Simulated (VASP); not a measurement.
Band structure of Mo (bcc). These are optB86b-vdW, VASP's PBE PAW potentials (set 64) (plane waves; VASP 6.6.1) values and carry that method's errors.

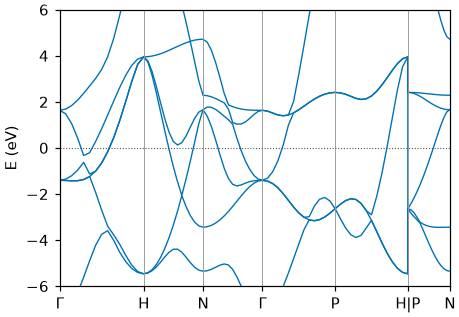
Figure: Bands along high-symmetry lines, zero at the valence-band maximum or, without a gap, the Fermi level

Problem. Read the plot: is there a gap, and where are the band edges?

Solution. It has no gap at this level: it comes out as a metal or semimetal. (Edges off the drawn lines would not show.)

The compound is Mo in the bcc structure. It was relaxed first.
